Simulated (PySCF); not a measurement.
# NMR shielding calculation, with input and output: PS4 (charge −3)

The run: NMR shielding calculation of PS4, charge −3. Method and program: GIAO PBE0/pcSseg-1 NMR shielding, non-relativistic, gas phase (PySCF 2.14.0).

The geometry comes from this level: PBE0-D3(BJ)/def2-SVP. Figures and captions count atoms from 1; the log counts them from 0 in places.

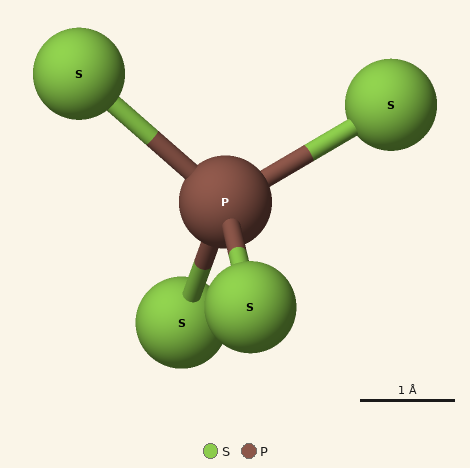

The structure as given in the input (ball-and-stick view, seen at a tilt). Bond lengths as drawn: P–S 2.10 Å.

## The input
```
{"job": {"kind": "nmr", "xc": "PBE0", "basis": "pcSseg-1"}, "charge": -3, "multiplicity": 1}
S      0.090133    -0.288589     2.138062
P      0.031295     0.060074     0.065750
S     -0.186898     2.120565    -0.290567
S      1.817052    -0.621768    -0.808760
S     -1.598410    -0.967256    -0.775992
```

The first line tells a small driver script what to run in PySCF; the rest is the geometry in Å.

Run on 1 CPU thread, shared host.

Run as:
```bash
OMP_NUM_THREADS=1 python <driver script> task.json out
```

## The program's output
```
coarse grid: 8120 points
cycle   1  E = -1933.0157760506  dE =  6.635e-01  |g| = 6.481e-01  |ddm| = 2.747e+00
cycle   2  E = -1933.0672983649  dE = -5.152e-02  |g| = 6.256e-01  |ddm| = 1.894e+00
cycle   3  E = -1933.1545346125  dE = -8.724e-02  |g| = 1.249e-01  |ddm| = 7.805e-01
cycle   4  E = -1933.1581522911  dE = -3.618e-03  |g| = 6.343e-02  |ddm| = 2.425e-01
cycle   5  E = -1933.1592948696  dE = -1.143e-03  |g| = 2.677e-03  |ddm| = 8.313e-02
cycle   6  E = -1933.1592970035  dE = -2.134e-06  |g| = 2.379e-04  |ddm| = 3.246e-03
final grid: 58912 points
cycle   7  E = -1933.1962664278  dE = -1.739e-05  |g| = 4.689e-03  |ddm| = 2.374e-02
cycle   8  E = -1933.1962680746  dE = -1.647e-06  |g| = 3.918e-03  |ddm| = 1.047e-02
cycle   9  E = -1933.1962709284  dE = -2.854e-06  |g| = 6.997e-04  |ddm| = 4.712e-03
cycle  10  E = -1933.1962710652  dE = -1.368e-07  |g| = 1.139e-04  |ddm| = 9.991e-04
cycle  11  E = -1933.1962710689  dE = -3.715e-09  |g| = 1.713e-05  |ddm| = 1.792e-04
cycle  12  E = -1933.1962710690  dE = -5.775e-11  |g| = 5.688e-06  |ddm| = 2.962e-05
```

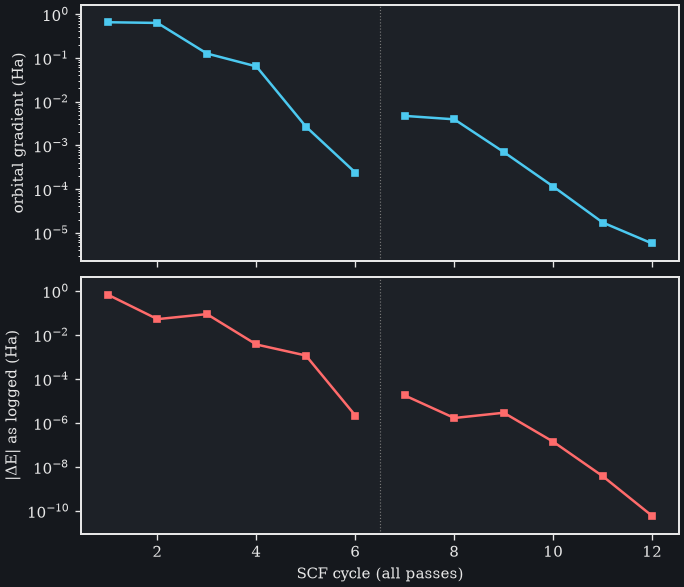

Convergence of the self-consistent field: orbital gradient and size of the energy change against the SCF cycle. The dotted line marks the change from a coarse to the final integration grid. The first 6 cycles use a coarse grid, the final grid takes over at cycle 7, and the field converges after 12 cycles in all.

```
converged SCF energy = -1933.1962710690

GIAO shielding tensors (ppm)
atom      isotropic    diamagn.    paramagn.     s11        s22        s33       span
  0 S      273.857    1058.050    -784.193     27.565     30.633    763.372    735.808
  1 P      124.980     956.251    -831.271    124.108    124.797    126.035      1.927
  2 S      273.218    1058.059    -784.841     26.776     29.528    763.350    736.574
  3 S      274.408    1058.101    -783.693     28.426     31.481    763.318    734.892
  4 S      273.494    1058.142    -784.648     27.144     29.987    763.350    736.206
```

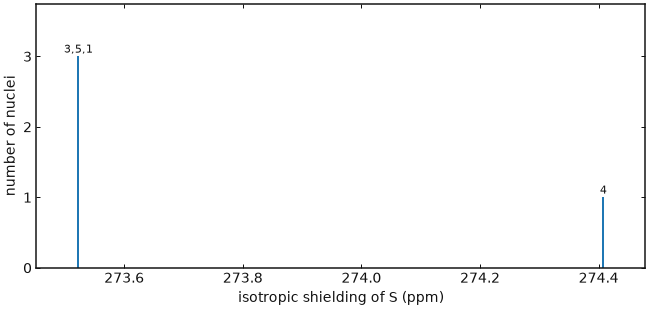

Isotropic shieldings of the sulfur nuclei in this fixed geometry, labelled by atom number; shielding grows to the right, so chemical shift grows to the left. The least shielded is S3 (273.2 ppm), the most shielded S4 (274.4 ppm).

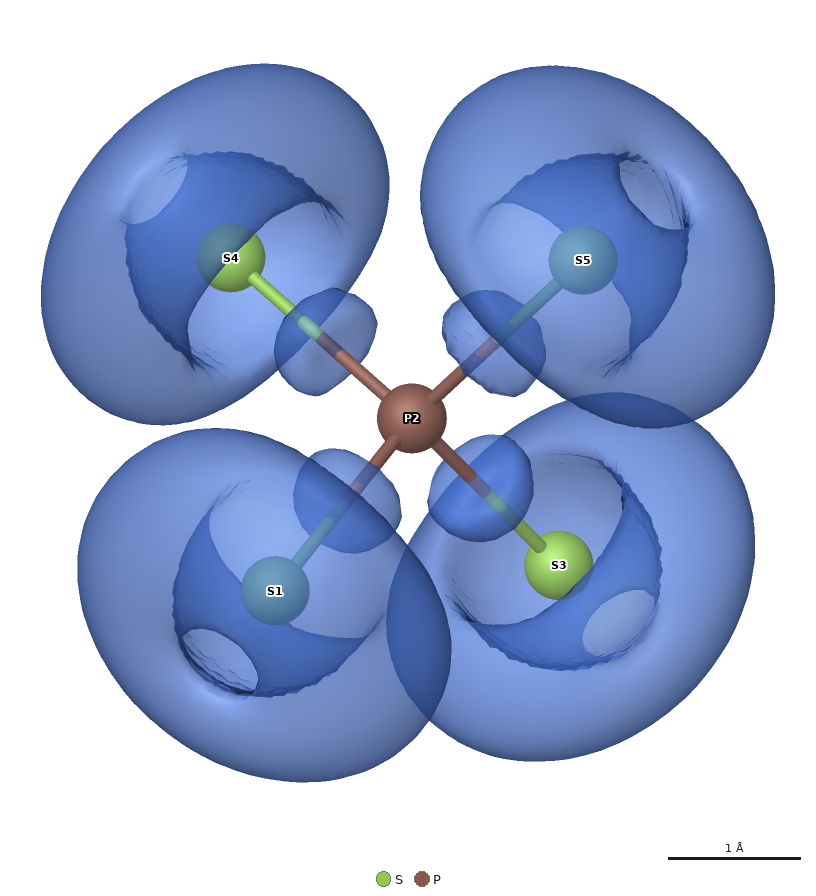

Isosurface of the electron localisation function at 0.8 (blue), seen face on. Only the valence region is drawn (cores and ρ < 0.01 e/Å³ removed).

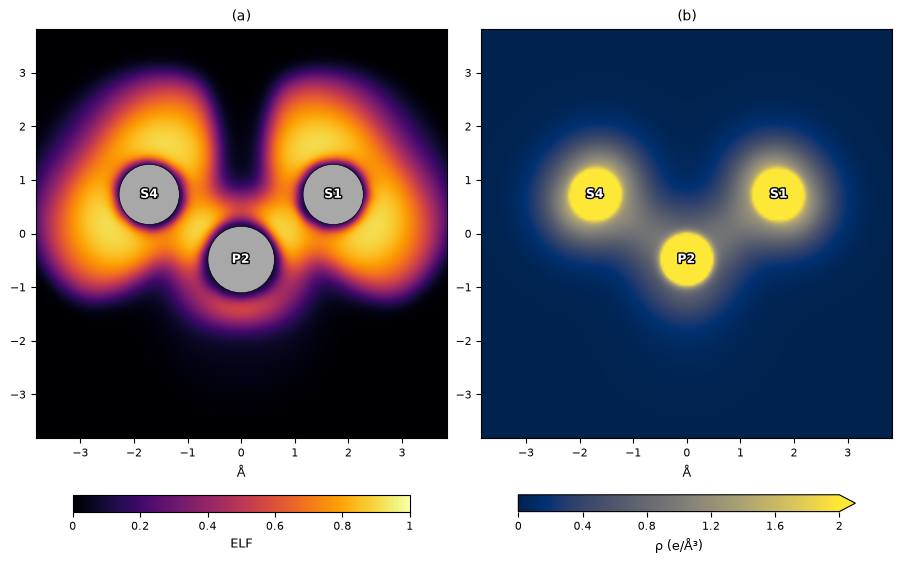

(a) ELF; (b) electron density on the plane of atoms S1, P2 and S4. Grey discs, where drawn, cover atomic cores. The section cuts through S and P sites.

## Key numbers

| quantity | value |
| --- | --- |
| outcome | converged |
| total energy | −1933.196271 hartree |
| HOMO | 7.63 eV |
| LUMO | 12.81 eV |
| isotropic shielding, S | 273.2 to 274.4 ppm |
| isotropic shielding, P | 125.0 ppm |
| wall time | 11 s |
| peak memory | 0.74 GiB |

The highest filled orbital lies above zero: either the extra electron isn't bound at this level, or the self-interaction error of the functional lifts the level.
